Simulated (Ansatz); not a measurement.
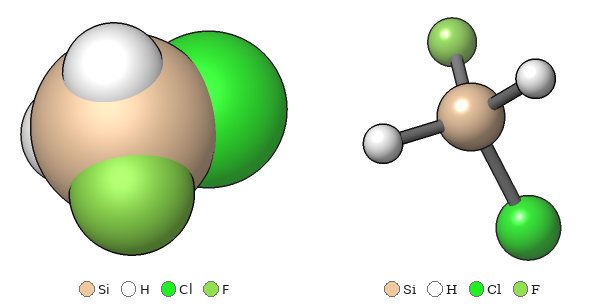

Two views of one molecule.

The geometry was computed by an optimisation with PBE0-D4/def2-TZVP.

Count the atoms of each element.

Answer. ClFH2Si, 5 atoms: 1 chlorine, 1 fluorine, 2 hydrogen and 1 silicon.

Count the bonded pairs by element.

Answer. 2 Si–H, 1 Cl–Si, 1 F–Si. Sticks follow a distance rule.

How many atoms are distinct by symmetry?

Answer. 4: 1 Si, 2 H, 1 Cl, 1 F.

Give the symmetry (Schoenflies symbol).

Answer. Cs.

The parts below concern this one geometry. Atoms keep their numbers from picture to picture.

Shape

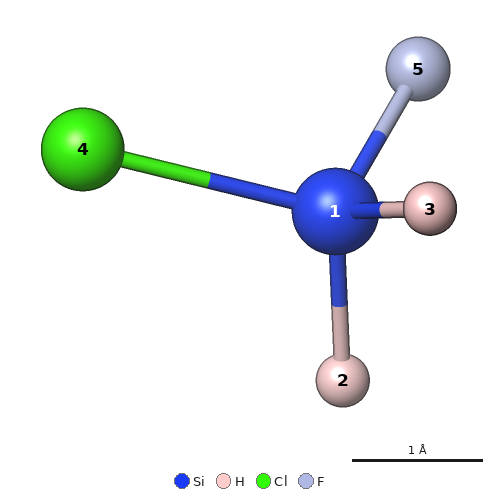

Give the bond lengths.

```json
{"bond": "Si1–H2", "length (Å)": "1.475"}
{"bond": "Si1–H3", "length (Å)": "1.475"}
{"bond": "Si1–Cl4", "length (Å)": "2.036"}
{"bond": "Si1–F5", "length (Å)": "1.589"}
```

Dipole moment

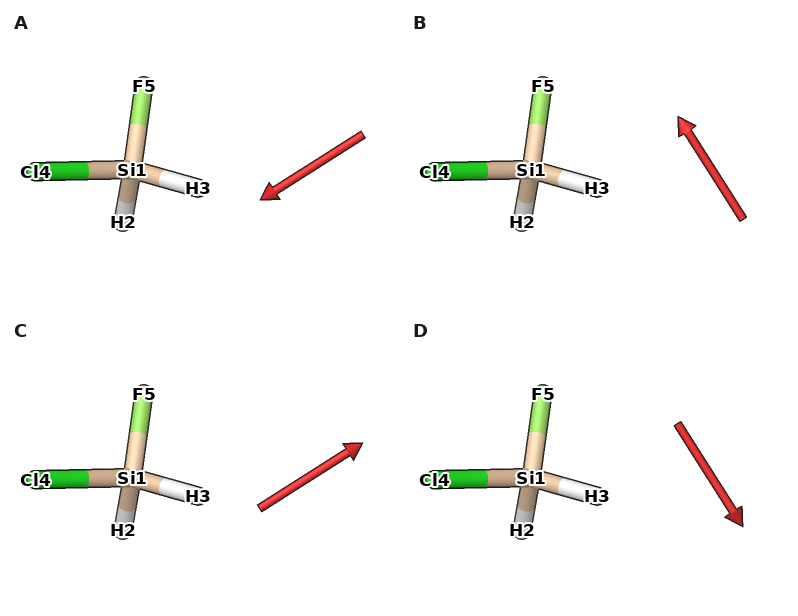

The same molecule four times, each with an arrow. Properties computed with RKS PBE0-D4/def2-TZVP (Ansatz 0.2.0).

Which arrow points along the dipole moment, from the negative to the positive end?

Answer. D. The dipole moment is 1.32 D; it points from the side of Cl4, F5 to the side of H2, H3 (the outermost atoms at the two ends).

Electronic properties

Level of theory: RKS PBE0-D4/def2-TZVPP (Ansatz 0.2.0).

Estimate the LUMO energy (Kohn–Sham orbital).

Answer. 0.05 eV.

Estimate the HOMO energy (Kohn–Sham orbital).

Answer. −9.27 eV.

Charges

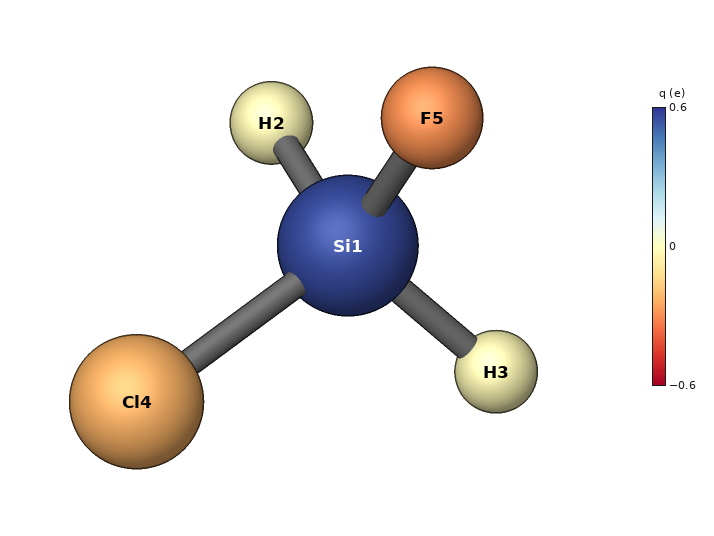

Atoms are coloured by their Mulliken charges. Method: RKS PBE0-D4/def2-TZVP (Ansatz 0.2.0).

List the Mulliken charges.

| atom | value (e) |
| --- | --- |
| Si1 | 0.55 |
| H2 | −0.02 |
| H3 | −0.02 |
| Cl4 | −0.22 |
| F5 | −0.29 |

Mulliken values depend strongly on the basis set and can even reverse the polarity of a bond.
